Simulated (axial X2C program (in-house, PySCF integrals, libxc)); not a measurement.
# SrS: bond curves with and without spin–orbit coupling, part 2 of 2

Computed with an in-house X2C program for linear molecules on PySCF integrals; all-electron X2C, Sr dyall-cv4z, S dyall-av4z. Earlier steps stand in the parts before.

**11. PBE0, 2c**

State followed: Ω = 0 (closed shell). The scan is laid around 2.419 Å, a first estimate of the minimum, and this SCF restarts from the orbitals of the search.

The SCF at the reference distance of 2.419 Å:

```text
two-component X2C + atomic mean field  PBE0
basis functions 290  fitting functions 1154  grid points 5082
iter        total energy     max residual
   1      -3576.950164797     2.41e-06
   2      -3576.950164796     5.85e-06
converged
one-electron -5215.28762100  Coulomb 1638.12270831  exact exchange -32.29842554  xc functional -99.10007096  nuclear repulsion 133.00526839  atomic mean-field constant -1.39202400
```

Along the bond, energies from the lowest point:

```tsv
R (Å)	E (eV)	μ (D)	HOMO (eV)	LUMO (eV)	iterations
2.104	1.0260	-8.60	-4.81	-1.74	13
2.201	0.4340	-9.41	-4.92	-1.88	13
2.274	0.1753	-9.95	-4.98	-1.99	12
2.346	0.0395	-10.43	-4.92	-2.10	12
2.419	0.0000	-10.87	-4.80	-2.21	2
2.504	0.0473	-11.31	-4.69	-2.33	13
2.588	0.1689	-11.69	-4.59	-2.44	13
2.697	0.4003	-12.09	-4.50	-2.58	15
2.830	0.7514	-12.46	-4.42	-2.75	16
3.024	1.3140	-12.73	-4.39	-2.96	17
3.290	2.0428	-11.94	-4.52	-3.20	24
3.628	2.7461	-10.66	-4.67	-3.40	16
```

Dipoles are positive if S is the positive end.

Outer spinors at the reference distance:

```json
{"ω": "1/2", "occupied": "yes", "ε (eV)": "-24.74", "atomic character": "96% Sr p", "λ mixture": "68% π, 32% σ"}
{"ω": "3/2", "occupied": "yes", "ε (eV)": "-23.62", "atomic character": "97% Sr p", "λ mixture": "100% π"}
{"ω": "1/2", "occupied": "yes", "ε (eV)": "-23.62", "atomic character": "94% Sr p", "λ mixture": "68% σ, 32% π"}
{"ω": "1/2", "occupied": "yes", "ε (eV)": "-15.11", "atomic character": "74% S s, 8% Sr d, 8% Sr p", "λ mixture": "100% σ"}
{"ω": "1/2", "occupied": "yes", "ε (eV)": "-5.06", "atomic character": "73% S p, 11% Sr s, 11% Sr d", "λ mixture": "99% σ, 1% π"}
{"ω": "1/2", "occupied": "yes", "ε (eV)": "-4.85", "atomic character": "76% S p, 14% Sr d, 4% Sr p", "λ mixture": "99% π, 1% σ"}
{"ω": "3/2", "occupied": "yes", "ε (eV)": "-4.80", "atomic character": "76% S p, 15% Sr d, 3% Sr p", "λ mixture": "100% π"}
{"ω": "1/2", "occupied": "no", "ε (eV)": "-2.21", "atomic character": "56% Sr s, 23% Sr p, 10% S p", "λ mixture": "100% σ"}
{"ω": "1/2", "occupied": "no", "ε (eV)": "-0.74", "atomic character": "69% Sr p, 27% Sr d, 2% S p", "λ mixture": "99% π, 1% σ"}
{"ω": "3/2", "occupied": "no", "ε (eV)": "-0.71", "atomic character": "70% Sr p, 27% Sr d, 2% S p", "λ mixture": "100% π"}
{"ω": "1/2", "occupied": "no", "ε (eV)": "-0.57", "atomic character": "44% Sr d, 42% Sr p, 5% Sr s", "λ mixture": "99% σ, 1% π"}
```

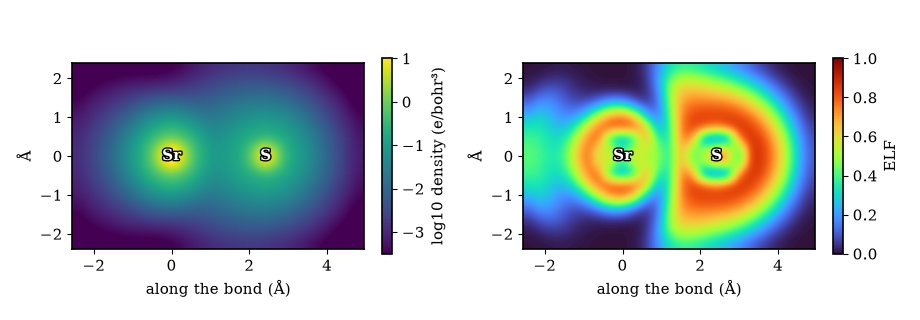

PBE0 fields in a plane through the axis, from a grid of 0.3 Å; Sr lies at z = 0 and S at z = 2.419 Å; the ELF is damped to zero where the density is low.

No constants are quoted: the dipole of the solution doesn't run smoothly along the scan, a sign that its character may change, so the fit is set aside.

**12. HF, 2c**

Output at 2.419 Å:

```text
two-component X2C + atomic mean field  HF
basis functions 290  fitting functions 1154  grid points 5082
iter        total energy     max residual
   1      -3574.745370474     3.81e-01
   2      -3574.769685822     3.11e-03
   3      -3574.770541770     2.11e-03
   4      -3574.770809980     1.04e-03
   5      -3574.770881400     2.92e-04
   6      -3574.770904207     1.67e-04
   7      -3574.770911282     7.23e-05
   8      -3574.770912837     2.82e-05
   9      -3574.770913040     7.87e-06
  10      -3574.770913056     2.56e-06
  11      -3574.770913058     1.08e-06
converged
one-electron -5214.55447739  Coulomb 1637.45315558  exact exchange -129.28283564  xc functional 0.00000000  nuclear repulsion 133.00526839  atomic mean-field constant -1.39202400
```

No constants are quoted: the dipole of the solution doesn't run smoothly along the scan, a sign that its character may change, so the fit is set aside.

**13. PBE50, 2c**

Output at 2.419 Å:

```text
two-component X2C + atomic mean field  PBE50
basis functions 290  fitting functions 1154  grid points 5082
iter        total energy     max residual
   1      -3577.043909276     1.28e-01
   2      -3577.046960397     3.46e-03
   3      -3577.046253011     5.27e-03
   4      -3577.047577838     4.18e-04
   5      -3577.047586962     1.02e-04
   6      -3577.047588906     6.54e-05
   7      -3577.047589510     2.14e-05
   8      -3577.047589582     5.51e-06
   9      -3577.047589589     1.56e-06
  10      -3577.047589589     3.40e-07
converged
one-electron -5215.51104615  Coulomb 1638.38592764  exact exchange -64.62425342  xc functional -66.91146205  nuclear repulsion 133.00526839  atomic mean-field constant -1.39202400
```

No constants are quoted: the dipole of the solution doesn't run smoothly along the scan, a sign that its character may change, so the fit is set aside.

**14. PBE, 2c**

The SCF at the reference distance of 2.419 Å:

```text
two-component X2C + atomic mean field  PBE
basis functions 290  fitting functions 1154  grid points 5082
iter        total energy     max residual
   1      -3576.856420316     1.28e-01
   2      -3576.848520567     1.39e-02
   3      -3576.771040805     3.92e-02
   4      -3576.858290394     6.01e-03
   5      -3576.860138417     1.14e-03
   6      -3576.860135374     8.74e-04
   7      -3576.860185873     1.49e-04
   8      -3576.860187189     4.15e-05
   9      -3576.860187300     8.87e-06
  10      -3576.860187305     8.55e-07
  11      -3576.860187305     6.90e-08
converged
one-electron -5215.06301470  Coulomb 1637.86593167  exact exchange 0.00000000  xc functional -131.27634867  nuclear repulsion 133.00526839  atomic mean-field constant -1.39202400
```

No constants are quoted: the dipole of the solution doesn't run smoothly along the scan, a sign that its character may change, so the fit is set aside.

**15. r2SCAN, 2c**

The SCF at the reference distance of 2.419 Å:

```text
two-component X2C + atomic mean field  r2SCAN
basis functions 290  fitting functions 1154  grid points 5082
iter        total energy     max residual
   1      -3577.355654294     6.02e-02
   2      -3577.357682600     1.85e-03
   3      -3577.355803885     6.25e-03
   4      -3577.357900023     5.49e-04
   5      -3577.357912470     8.14e-05
   6      -3577.357912460     6.23e-05
   7      -3577.357912735     1.09e-05
   8      -3577.357912740     4.37e-06
   9      -3577.357912741     3.61e-07
converged
one-electron -5215.28551241  Coulomb 1638.13233731  exact exchange 0.00000000  xc functional -131.81798203  nuclear repulsion 133.00526839  atomic mean-field constant -1.39202400
```

Re = 2.426 Å, ωe = 402 cm⁻¹, ωexe = 0.98 cm⁻¹, Be = 0.1222 cm⁻¹, De = 4.03 eV, μ = -10.59 D.

**16. MP2 and beyond, 2c**

Correlated methods: 16 electrons correlated (frozen shells, counted by type: Sr 3 s, 2 p, 1 d; S 2 s, 1 p), 432 virtual spinors in MP2, 180 natural virtuals in coupled cluster.

Output of the correlated part at 2.419 Å:

```text
correlated 16  virtual 432  natural virtual 180  E(MP2) -0.466684608  MP2 remainder -0.012041771
iter   CCSD correlation   residual
   1     -0.463138111   1.68e-01
   2     -0.471375218   1.02e-01
   3     -0.475627356   2.71e-02
   4     -0.475854470   1.21e-02
   5     -0.475789910   5.96e-03
   6     -0.475810569   2.90e-03
   7     -0.475827641   1.21e-03
   8     -0.475829487   4.42e-04
   9     -0.475834339   1.55e-04
  10     -0.475830936   6.03e-05
  11     -0.475830189   1.76e-05
  12     -0.475830009   7.22e-06
  13     -0.475829910   3.16e-06
  14     -0.475829942   1.65e-06
  15     -0.475829937   1.04e-06
(T) -0.024652519  T1 0.0299  D1 0.0719  max T2 0.057
```

MP2: No constants are quoted: the dipole of the HF reference doesn't run smoothly along the scan, a sign that its character may change, so the fit is set aside.

CCSD: No constants are quoted: the dipole of the HF reference doesn't run smoothly along the scan, a sign that its character may change, so the fit is set aside.

CCSD(T): No constants are quoted: the dipole of the HF reference doesn't run smoothly along the scan, a sign that its character may change, so the fit is set aside.

**17. A higher determinant, 2c**

State: Ω = 2 (excess of +ω over −ω: ω = 1/2, ω = 3/2).

Output at the reference distance:

```text
two-component X2C + atomic mean field  PBE0
basis functions 290  fitting functions 1154  grid points 5082
iter        total energy     max residual
   1      -3576.900281556     2.90e-06
   2      -3576.900281556     4.48e-06
converged
one-electron -5213.42713652  Coulomb 1636.25561061  exact exchange -32.29555950  xc functional -99.04644055  nuclear repulsion 133.00526839  atomic mean-field constant -1.39202400
```

```tsv
R (Å)	E above the lowest PBE0 point (eV)
2.104	3.518
2.201	2.548
2.274	2.023
2.346	1.635
2.419	1.357
2.504	1.145
2.588	1.025
2.697	0.972
2.830	1.016
```

No constants are quoted: too few points lie around the minimum for a second fit to confirm the first.

State: Ω = 1 (excess of +ω over −ω: ω = -1/2, ω = 3/2).

Output at the reference distance:

```text
two-component X2C + atomic mean field  PBE0
basis functions 290  fitting functions 1154  grid points 5082
iter        total energy     max residual
   1      -3576.899785508     2.66e-06
   2      -3576.899785509     3.91e-06
converged
one-electron -5213.42660790  Coulomb 1636.25613865  exact exchange -32.29570871  xc functional -99.04685194  nuclear repulsion 133.00526839  atomic mean-field constant -1.39202400
```

```tsv
R (Å)	E above the lowest PBE0 point (eV)
2.104	3.542
2.201	2.567
2.274	2.039
2.346	1.650
2.419	1.371
2.504	1.157
2.588	1.037
2.697	0.985
2.830	1.030
```

No constants are quoted: too few points lie around the minimum for a second fit to confirm the first.

**18. The 2c curves together**

Energy (eV) of the followed determinant, 2c, from each level's lowest point:

```tsv
R (Å)	PBE0 (dipole not smooth)	HF (dipole not smooth)	MP2 (HF's dipole not smooth)	CCSD (HF's dipole not smooth)	CCSD(T) (HF's dipole not smooth)	PBE50 (dipole not smooth)	PBE (dipole not smooth)	r2SCAN
2.104	1.026	1.374	1.101	n/a	n/a	0.999	1.068	1.066
2.201	0.434	0.645	0.485	0.524	0.537	0.408	0.470	0.461
2.274	0.175	0.302	0.209	0.231	0.241	0.155	0.202	0.193
2.346	0.040	0.098	0.056	0.065	0.072	0.028	0.054	0.048
2.419	0.000	0.002	0.000	0.000	0.000	0.000	0.000	0.000
2.504	0.047	0.000	0.027	0.022	0.011	0.064	0.028	0.038
2.588	0.169	0.086	0.126	0.121	0.097	0.205	0.127	0.152
2.697	0.400	0.288	0.324	0.325	0.280	0.464	0.329	0.375
2.830	0.751	0.620	0.625	n/a	n/a	0.850	0.644	0.719
3.024	1.314	1.163	1.110	n/a	n/a	1.461	1.158	1.282
3.290	2.043	1.813	1.875	n/a	n/a	2.241	1.842	2.048
3.628	2.746	2.328	2.840	n/a	n/a	2.961	2.530	2.842
```

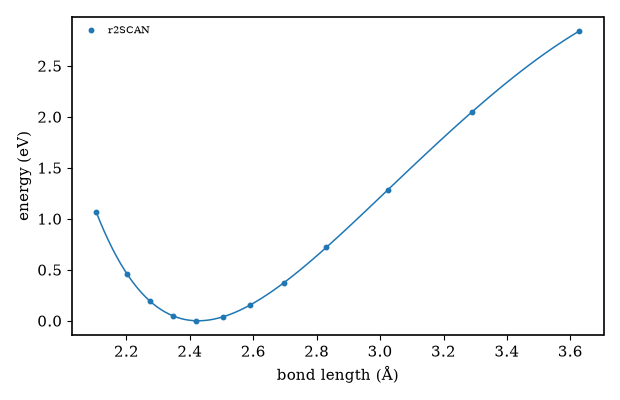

Curves of the followed state, 2c, each from its own lowest point. Left out: PBE0, HF, MP2, CCSD, CCSD(T), PBE50, PBE.

Time for the job: 15 min (2 threads of Intel Xeon 6975P-C (Granite Rapids), shared host); peak memory 4.1 GiB.

**19. Constants**

What follows sums up all 2 parts.

Lowest determinant that the search found at its distance, spin-free: M_S = 0, Λ = 0 (closed shell).

Lowest determinant that the search found at its distance, 2c: Ω = 0 (closed shell).

| Hamiltonian | level | Re (Å) | ωe (cm⁻¹) | De (eV) | μ (D) |
| --- | --- | --- | --- | --- | --- |
| spin-free | PBE0 | 2.419 | 406 | 3.65 | -10.87 |
| spin-free | PBE50 | 2.407 | 422 | 3.44 | -11.90 |
| spin-free | PBE | 2.435 | 389 | 3.92 | -9.77 |
| spin-free | r2SCAN | 2.427 | 402 | 4.03 | -10.61 |
| 2c | r2SCAN | 2.426 | 402 | 4.03 | -10.59 |

Dipoles are positive if S is the positive end. No constants: spin-free HF (the dipole of the solution doesn't run smoothly along the scan, a sign that its character may change, so the fit is set aside); spin-free MP2 (the dipole of the HF reference doesn't run smoothly along the scan, a sign that its character may change, so the fit is set aside); spin-free CCSD (the dipole of the HF reference doesn't run smoothly along the scan, a sign that its character may change, so the fit is set aside); spin-free CCSD(T) (the dipole of the HF reference doesn't run smoothly along the scan, a sign that its character may change, so the fit is set aside); 2c PBE0 (the dipole of the solution doesn't run smoothly along the scan, a sign that its character may change, so the fit is set aside); 2c HF (the dipole of the solution doesn't run smoothly along the scan, a sign that its character may change, so the fit is set aside); 2c MP2 (the dipole of the HF reference doesn't run smoothly along the scan, a sign that its character may change, so the fit is set aside); 2c CCSD (the dipole of the HF reference doesn't run smoothly along the scan, a sign that its character may change, so the fit is set aside); 2c CCSD(T) (the dipole of the HF reference doesn't run smoothly along the scan, a sign that its character may change, so the fit is set aside); 2c PBE50 (the dipole of the solution doesn't run smoothly along the scan, a sign that its character may change, so the fit is set aside); 2c PBE (the dipole of the solution doesn't run smoothly along the scan, a sign that its character may change, so the fit is set aside).

Time per point (s) on 2 threads of Intel Xeon 6975P-C (Granite Rapids), shared host (2c runs); the times are rough: r2SCAN 1.

What this shows: At r2SCAN, going from spin-free to two-component changes Re by -1 mÅ, ωe by 0.0 %, which is small (part of it comes from the scalar share of the two-electron terms). De moves by +0.01 eV; both De rest on single-determinant atoms, which can miss part of an open shell's spin–orbit lowering.

De refers to Sr + S, each in the lowest determinant found, which need not be this curve's own limit. Each curve is one determinant whose occupation by symmetry is held fixed; it was picked as the lowest of a PBE0 search that is not exhaustive. The closed shell is kept restricted; where the fragments are open shells, the energy then runs too high at long range. Dissociation energies refer to the lowest single-determinant-based atoms at the same level and basis. The meta-GGAs lack a current-density term, which matters for open shells with orbital currents, atoms included.
